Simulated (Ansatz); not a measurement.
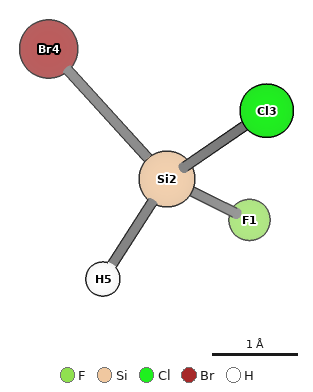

Starting structure of SiHBrClF. The picture is a ball-and-stick view, seen from a free direction.

Level of theory: RKS PBE0-D4/def2-TZVP in Ansatz 0.2.0.

Input
```yaml
crystal:
  periodic: [false, false, false]
  atoms:
    - {symbol: F, position_ang: [-1.444922, 0.730898, 0.333668]}
    - {symbol: Si, position_ang: [-0.004350, 0.100279, -0.078165]}
    - {symbol: Cl, position_ang: [1.265008, 0.298657, 1.526498]}
    - {symbol: Br, position_ang: [-0.290680, -2.039900, -0.565271]}
    - {symbol: H, position_ang: [0.525043, 0.836566, -1.258130]}
basis:
  gaussian: {orbitals: def2-TZVP}
hamiltonian: {xc: pbe0, dispersion: d4}
relax: {f_tol: 0.005, max_steps: 200}
```

Question: Predict the outcome.

Answer: Over 4 geometry steps the energy falls by 5.03 kJ/mol. The largest force component goes from 1.3 to 0.0039 eV/Å. F1 moves most after the best rigid fit: 0.039 Å. Largest moves by element: F 0.039 Å, Cl 0.031 Å, Br 0.025 Å, H 0.025 Å, Si 0.006 Å. Near-neighbour distances that change, for instance: F1–Si2 1.626 → 1.582 Å, Si2–Cl3 2.056 → 2.025 Å, Si2–Br4 2.214 → 2.189 Å, Si2–H5 1.488 → 1.468 Å.

The structure at the end:

```xyz
5

F    -1.4112    0.7133    0.3260
Si   -0.0086    0.1001   -0.0736
Cl    1.2452    0.3017    1.5033
Br   -0.2930   -2.0152   -0.5609
H     0.5177    0.8266   -1.2362
```
